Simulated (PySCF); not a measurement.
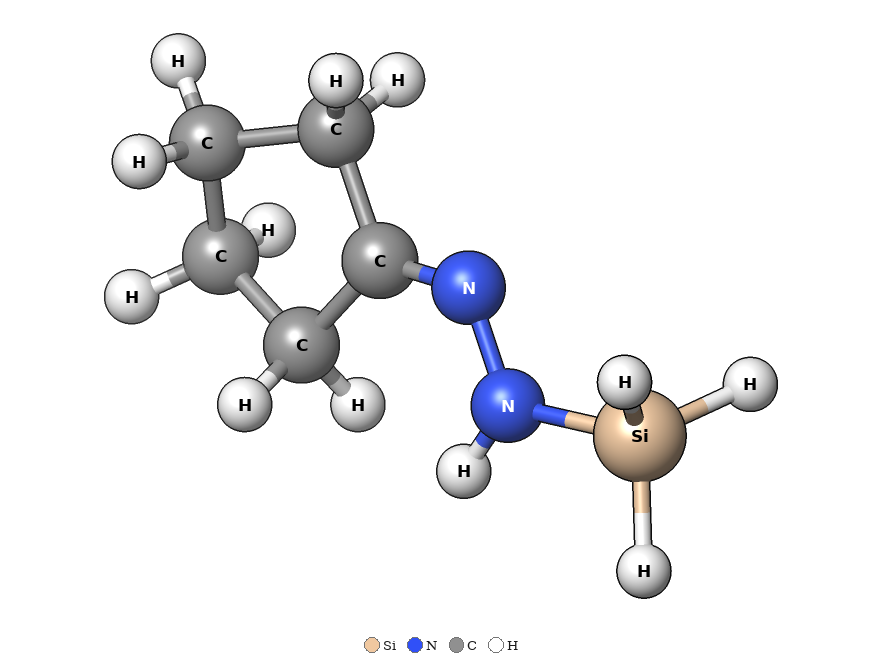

The computed structure is the end point of a GFN2-xTB optimisation. No frequency run is at hand to confirm it as a minimum. Level of theory: PBE0/pcSseg-1, gas phase (PySCF 2.14.0).

> Estimate the dipole moment.

2.07 D.

> Give the HOMO–LUMO gap at this level.

6.53 eV.

> Give the HOMO energy (Kohn–Sham orbital) at this level.

−6.14 eV.

The geometry is semi-empirical. Around Si such bond lengths and angles can be off by a tenth of an ångström or more and by several degrees, and values that hang on the shape move with them.
